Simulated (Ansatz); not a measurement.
**Run report: Si2H6F2, single-point calculation**

Si2H6F2, computed with RKS PBE0-D4/def2-TZVPP (Ansatz 0.2.0).

The geometry is a transition state. The reaction was set up to form Si1–H7 and Si2–H6 and to break Si1–Si2 and H6–H7 (atoms counted from 1 in the order of the input); sticks are drawn by distance alone. The geometry comes from this level: PBE0-D4/def2-TZVP.

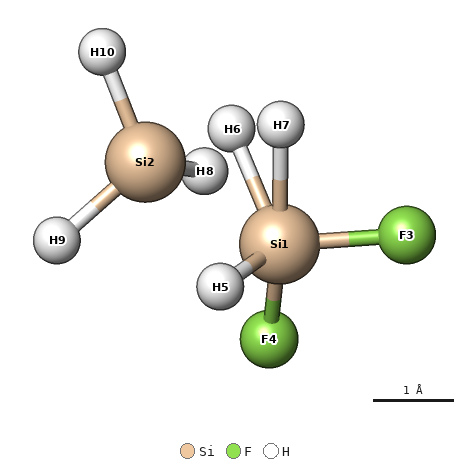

Fig. 1: The structure as given in the input (ball-and-stick view, seen at a tilt; atoms are numbered from 1 in the order of the input). Bond lengths as drawn: F–Si 1.59 to 1.62 Å and H–Si 1.47 to 1.66 Å.

### The input
```yaml
crystal:
  periodic: [false, false, false]
  atoms:
    - {symbol: Si, position_ang: [-0.738795, 0.928538, 0.191155]}
    - {symbol: Si, position_ang: [0.786891, -1.094388, -0.456438]}
    - {symbol: F, position_ang: [-2.066433, 0.863708, 1.071923]}
    - {symbol: F, position_ang: [-1.417033, 0.422652, -1.191729]}
    - {symbol: H, position_ang: [-0.083616, 2.178634, -0.208412]}
    - {symbol: H, position_ang: [0.381904, 0.083775, 0.930782]}
    - {symbol: H, position_ang: [0.096938, 0.969336, 1.625278]}
    - {symbol: H, position_ang: [-0.190027, -2.196813, -0.612644]}
    - {symbol: H, position_ang: [1.312958, -0.619169, -1.757212]}
    - {symbol: H, position_ang: [1.917114, -1.536373, 0.407198]}
basis:
  gaussian: {orbitals: def2-TZVPP}
hamiltonian: {xc: pbe0, dispersion: d4}
output: {orbitals: {seedname: orbitals}}
```

Machine: 4 threads of Arm Neoverse V1, 23 GiB of memory available, shared host.

Command:
```bash
ansatz run in.yaml --threads 4 --pin off --events-out ev --progress --plain --max-ram 9574MiB
```

### Log
```
Functional definition: PBE0
  name "PBE0"
  cite "Adamo & Barone, J. Chem. Phys. 110, 6158 (1999) doi:10.1063/1.478522"
  cite "Perdew, Burke & Ernzerhof, Phys. Rev. Lett. 77, 3865 (1996) doi:10.1103/PhysRevLett.77.3865"
  parent pbe
  parameter a = 0.25
  parameter kappa = 0.804
  parameter beta = 0.06672455060314922
  exchange = (1 - a)*pbe_x(kappa = kappa, mu = beta*pi^2/3) + a*exact_x
  correlation = pbe_c(beta = beta)
1248 factors; their error is unknown
mean field evaluation 1: about -21275.5134 eV, gradient 4.2e1 eV
mean field evaluation 2: about -21272.4350 eV, gradient 6.5e1 eV
mean field evaluation 4: about -21277.9527 eV, gradient 1.5e0 eV
mean field evaluation 8: about -21278.0097 eV, gradient 3.1e-2 eV
mean field -21278.00974560 eV, -781.9524353979 hartree, gradient 2.3e-5 eV, S^2 0.000000; 0 other end points of the search recorded, 0 dependent functions left out
reference -21278.00977820 eV, -781.9524365959 hartree; 26, 26 occupied and 204, 204 virtual orbitals, 1248 factors
Total energy: -21278.16871835 eV, -781.9582775385 hartree
```

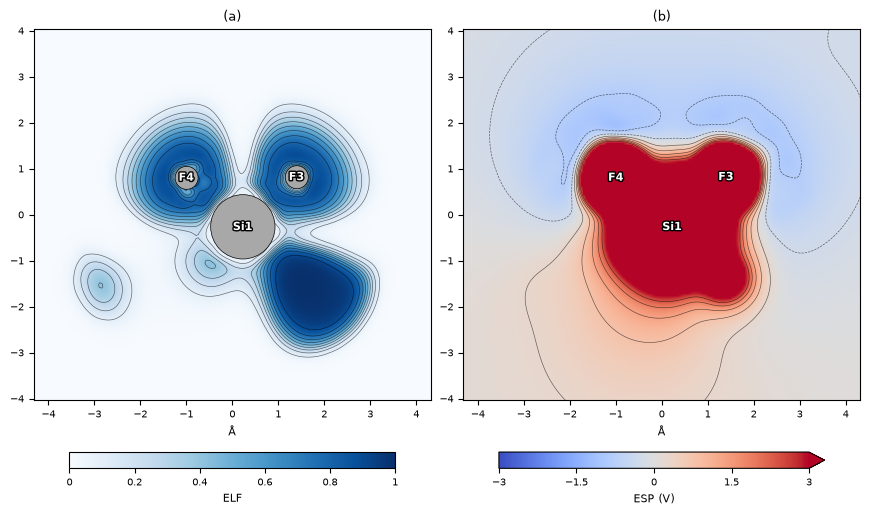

Fig. 2: (a) electron localisation function; (b) electrostatic potential on the plane of atoms F3, Si1 and F4. Grey discs, where drawn, cover atomic cores. Atoms in the plane: Si and F.

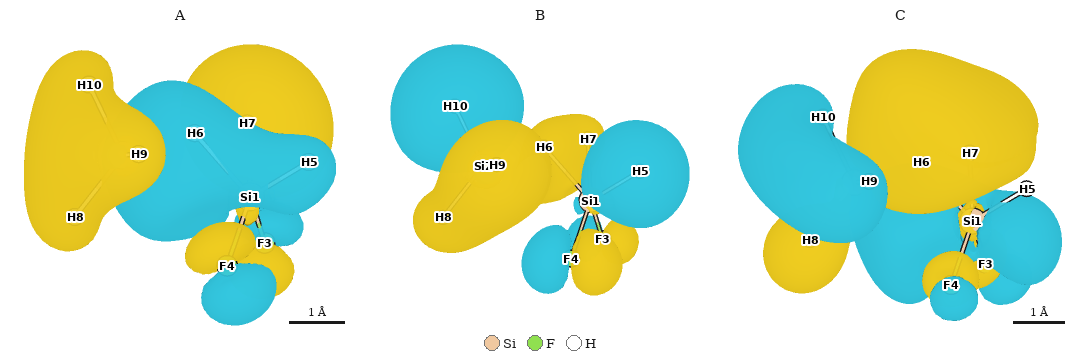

Fig. 3: Three frontier orbitals at ±0.06 Å⁻³ᐟ² (yellow and cyan are the two phases). B is the HOMO−1 (−10.08 eV). It lies mainly on Si2 (30 %), H10 (25 %), H5 (10 %), H9 (10 %) and Si1 (10 %). A is the HOMO (−7.43 eV). It lies mainly on H7 (25 %), Si2 (25 %) and Si1 (20 %). C is the LUMO (−0.65 eV). Its weight (Hirshfeld) is mainly on Si2 (30 %), Si1 (30 %) and H6 (10 %). The HOMO–LUMO gap is 6.78 eV between the orbital energies.

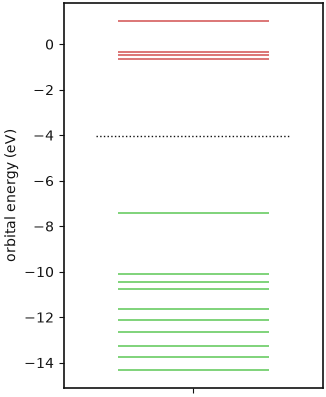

Fig. 4: Orbital energies near the frontier; the dotted line parts filled from empty levels, and levels within 0.02 eV of each other stand side by side. Highest filled −7.43 eV, lowest empty −0.65 eV, 6.78 eV apart.

### Results in brief

| quantity | value |
| --- | --- |
| outcome | converged |
| total energy | −21278.1687 eV |
| mean-field energy | −21278.0098 eV |
| dispersion energy | −0.1589 eV |
| SCF solution under orbital rotations | stable |
| HOMO | −7.43 eV |
| LUMO | −0.65 eV |
| wall time | 2.3 s (CPU time 8.2 s) |
| peak memory | 0.52 GiB |
